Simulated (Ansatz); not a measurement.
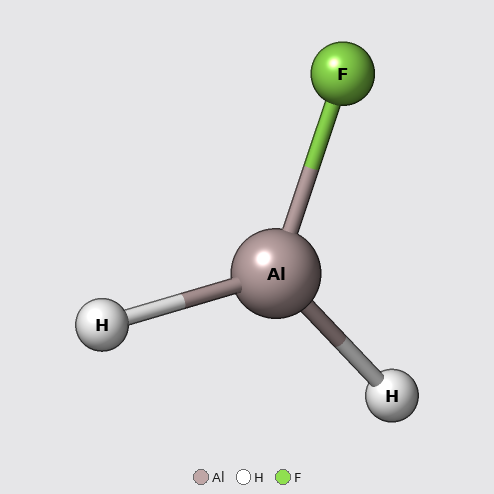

A ball-and-stick model of a molecule. Every bond is drawn as one stick, whatever its order.

The geometry was computed by an optimisation with PBE0-D4/def2-TZVP.

What does the picture show?

It has 4 atoms: 1 aluminium, 1 fluorine and 2 hydrogen (AlFH₂). This geometry has C2v symmetry. All atoms lie on one plane. Coordination: 1 Al trigonal planar.

More results for the same structure follow; atom numbers are the same in all pictures, views and colours differ.

**Shape**

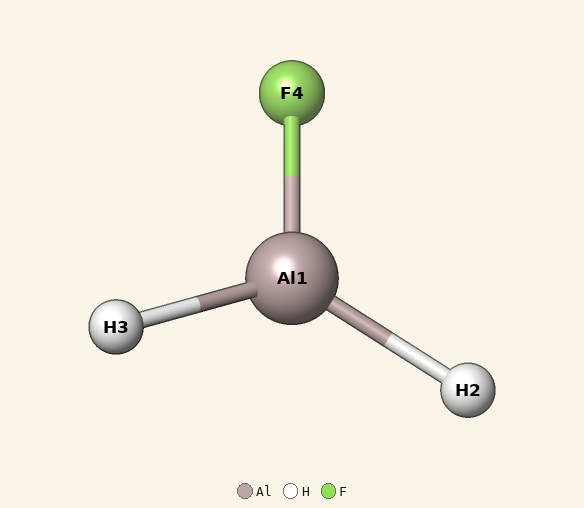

The atoms are numbered.

Give these bond angles: H2–Al1–H3, H2–Al1–F4.

```tsv
angle	degrees
H2–Al1–H3	126.0
H2–Al1–F4	117.0
```

**Dipole moment**

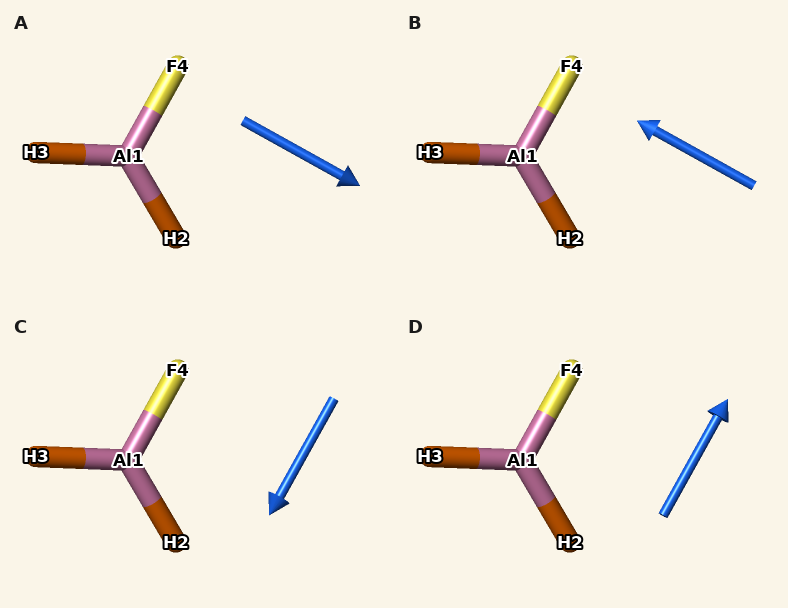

The same molecule four times, each with an arrow. Level of theory: RKS PBE0-D4/def2-TZVP (Ansatz 0.2.0).

**Which arrow points along the dipole moment, from the negative to the positive end?**

C. The dipole moment is 1.36 D; it points from the side of F4 to the side of H2, H3 (the outermost atoms at the two ends).

**Thermal motion**

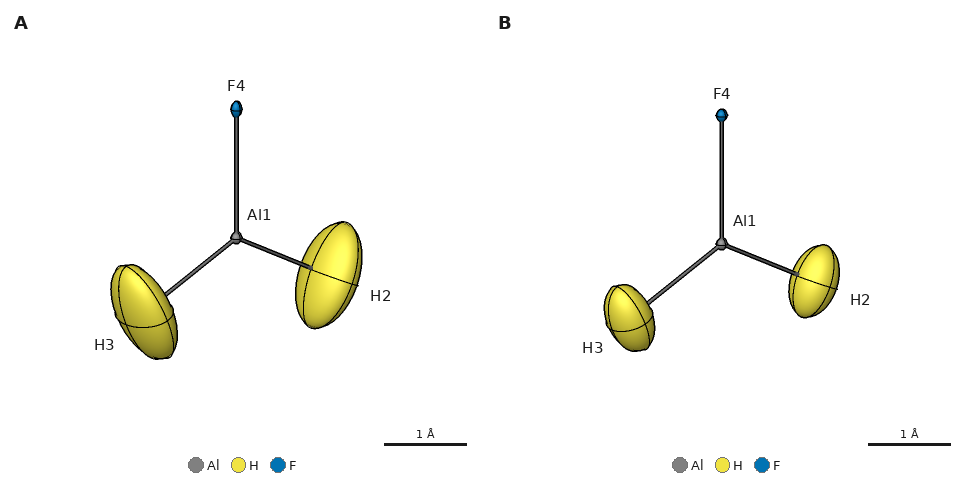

Displacement ellipsoids at the 50 % level, scaled by 2, from the internal vibrations of the free molecule (harmonic, no overall translation or rotation; no half-axis is drawn under 0.075 Å). Vibrations computed with RKS PBE0-D4/def2-TZVP (Ansatz 0.2.0). One panel is for 100 K, the other for 900 K.

**Which panel is for 900 K?**

A.

**How much does the mean-square displacement of H3 grow, and why?**

U_eq goes from 0.0142 to 0.0276 Å², a factor of 1.9. Modes below kT (626 cm⁻¹ at 900 K) grow about in proportion to T, and the lowest lies at 550 cm⁻¹; the mean-square amplitude of a mode is its zero-point value times coth(ħω/2kT), which comes close to 1 only above about 3kT.

**Vibrations**

Harmonic vibrations computed with RKS PBE0-D4/def2-TZVP (Ansatz 0.2.0) at a stationary point of the same level.

**How many vibrational modes are there, and where do they lie?**

6 modes: 550, 624, 765, 846, 1963, 1975 cm⁻¹.
